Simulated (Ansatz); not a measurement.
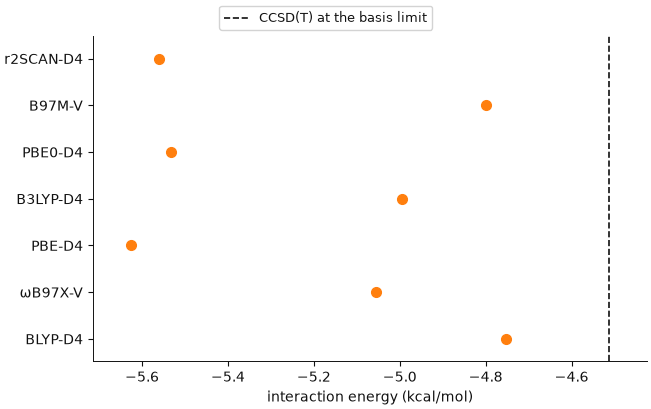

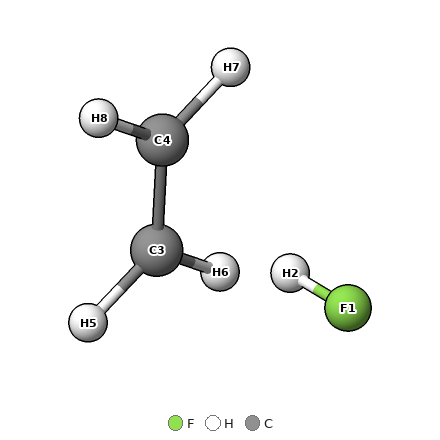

Counterpoise interaction energy of the pair FH and C₂H₄ (SMILES F.C=C) at one optimised PBE0-D4 geometry, drawn, with the closest contact H2···C4 2.20 Å and its like (H···H pairs aside; other arrangements can bind more strongly; the cost of deforming the partners isn't counted), def2-TZVPPD, the Ansatz code; cores frozen in correlated methods. The line takes HF and MP2 limits from def2-TZVPPD and QZVPPD, and the coupled-cluster step in TZVPPD.

### Which level comes closest to the line (CCSD(T) at the basis limit), and which misses most?

Closest BLYP-D4 (−4.75 kcal/mol), against −4.51 kcal/mol; farthest PBE-D4 (−5.63 kcal/mol).

### Give the values.

| level | kcal/mol | less CCSD(T) at the basis limit |
| --- | --- | --- |
| r2SCAN-D4 | −5.56 | −1.05 |
| B97M-V | −4.80 | −0.29 |
| PBE0-D4 | −5.53 | −1.02 |
| B3LYP-D4 | −5.00 | −0.48 |
| PBE-D4 | −5.63 | −1.11 |
| ωB97X-V | −5.06 | −0.54 |
| BLYP-D4 | −4.75 | −0.24 |
| CCSD(T) at the basis limit | −4.51 | 0.00 |
